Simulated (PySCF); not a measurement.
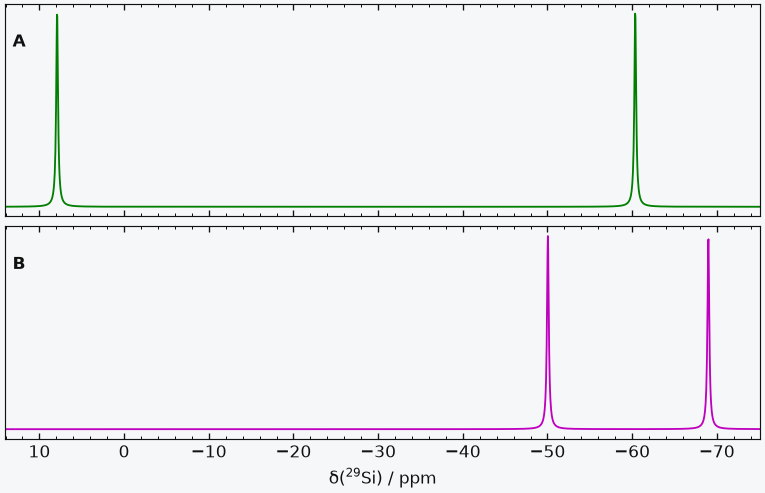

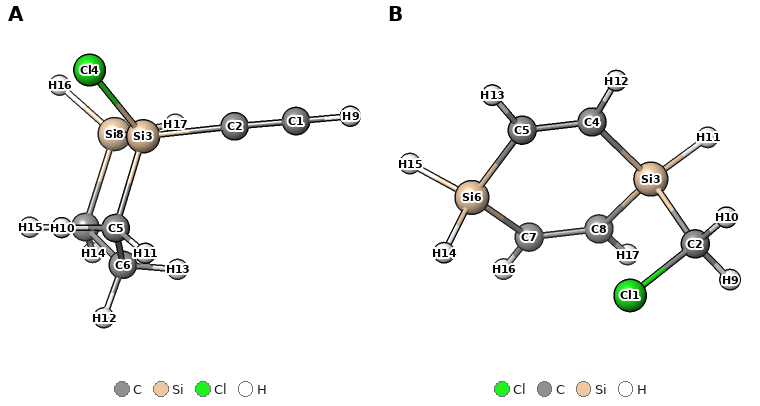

Related molecules: A is C₅H₉ClSi₂, SMILES C#C[Si@]1(Cl)CCC[SiH2]1; B is C₅H₉ClSi₂, SMILES ClC[SiH]1C=C[SiH2]C=C1. GIAO ²⁹Si shifts against TMS, B97-2/pcSseg-1 in PySCF 2.14.0, at a PBE0-D3(BJ)/def2-SVP geometry (no frequency check); fully decoupled, line heights follow the number of nuclei within a panel, widths are arbitrary (no quadrupolar broadening); values of one conformer, averaged over methyl-type rotors and exact or near symmetry; other conformers aren't averaged in.

Assign the ²⁹Si signals of each molecule.

A: 7.9 (Si3); −60.4 (Si8)
B: −50.0 (Si3); −69.0 (Si6)
